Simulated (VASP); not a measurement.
Band structure of BaTiO3 (space group Pm-3m). Calculation: PBE GGA, VASP's PBE PAW potentials (set 64) (plane waves; VASP).

Unless said otherwise, spin-orbit coupling is left out, though it shifts the bands of the heavy elements here.

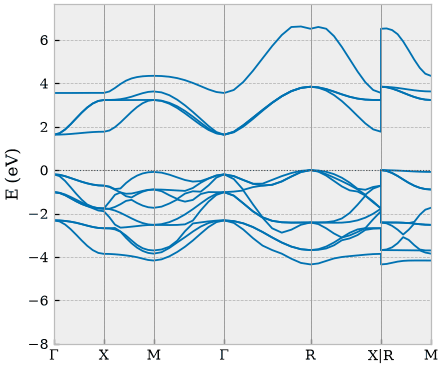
Fig. 1. Bands along high-symmetry lines, zero at the valence-band maximum or, without a gap, the Fermi level

**Question.** Read the plot: is there a gap, and where are the band edges?

**Answer.** The gap is indirect, 1.63 eV, from the valence maximum at R to the conduction minimum at Γ.

The structure comes from a computed database's BaTiO3 entry; how it stands against other phases isn't given here. The cell was not relaxed at this level.
